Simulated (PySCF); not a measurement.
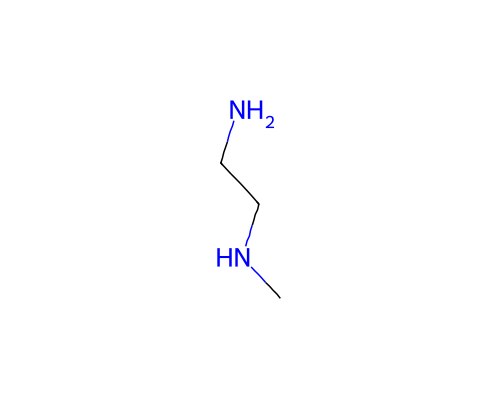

A structural formula.

Question: Write the SMILES.

Answer: CNCCN

Question: What is the molecular formula?

Answer: C3H10N2.

Question: An optimisation with PBE0-D3(BJ)/def2-SVP gave a structure of which point group?

Answer: C1. Other conformers may differ.

More results for the same structure follow; atom numbers are the same in all pictures, views and colours differ. Computed geometry: PBE0-D3(BJ)/def2-SVP optimisation. No frequency run is at hand to confirm it as a minimum.

**Excitation**

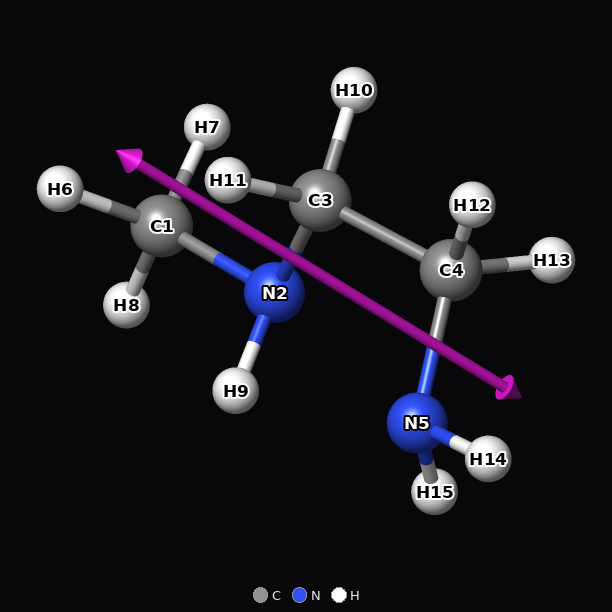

The double arrow shows the direction of the transition dipole to excited singlet state 5 (its length means nothing). No frequency run is at hand to confirm it as a minimum. Method: TDDFT CAM-B3LYP/def2-SVPD, vertical, IEF-PCM dichloromethane (non-equilibrium linear response), core orbitals frozen in the response (PySCF 2.14.0).

Question: Give its energy, strength and character.

Answer: 7.69 eV (161 nm), oscillator strength 0.11, mainly HOMO → LUMO+3 (weight 0.84); transition dipole 1.94 D.

**NMR shielding**

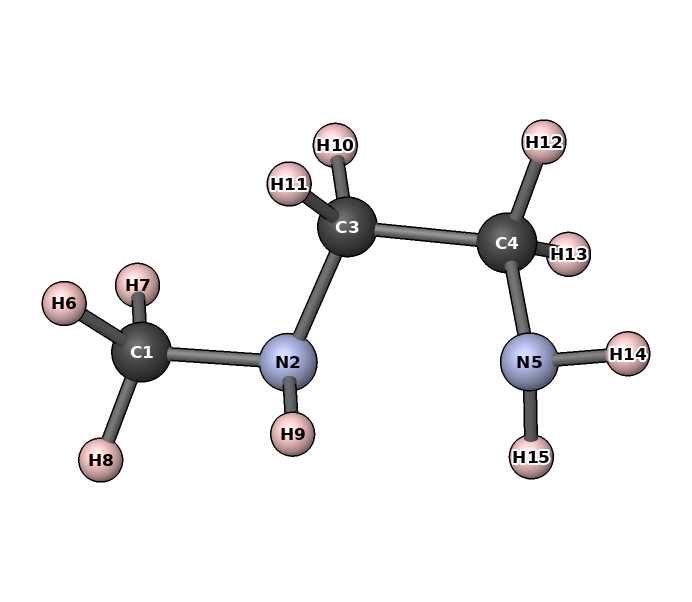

The questions are on isotropic NMR shieldings of the C atoms. No frequency run is at hand to confirm it as a minimum. Level of theory: GIAO PBE0/pcSseg-1 NMR shielding, non-relativistic, IEF-PCM cyclohexane (PySCF 2.14.0).

Give the isotropic NMR shieldings of the C atoms atom by atom.

```csv
atom,σ (ppm)
C1,145.9
C3,129.1
C4,140.4
```

**Polarisability**

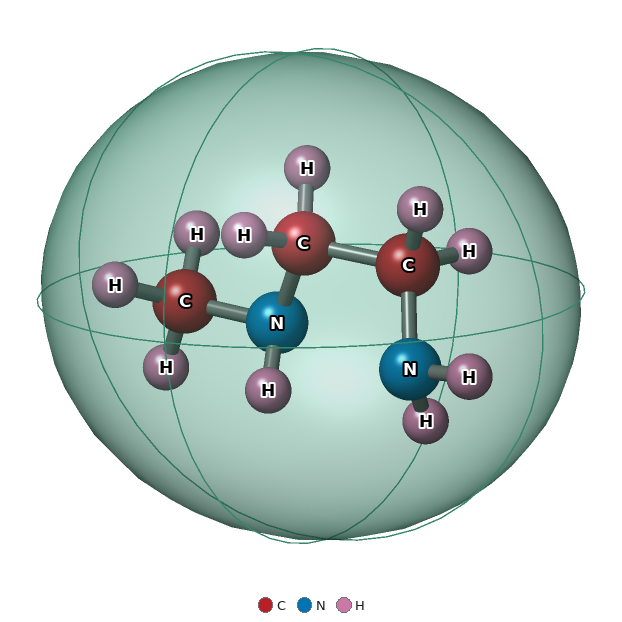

The ellipsoid shows the static dipole polarisability: its half-axes are proportional to the principal values. No frequency run is at hand to confirm it as a minimum. Method: CAM-B3LYP/def2-SVPD (PySCF 2.14.0).

Question: Give the principal values, the mean and the anisotropy.

Answer: Principal values 52.2, 55.6, 66.5 bohr³; mean 58.1 bohr³ (8.61 Å³); anisotropy 12.9 bohr³, so the longest axis is 1.27 times the shortest.
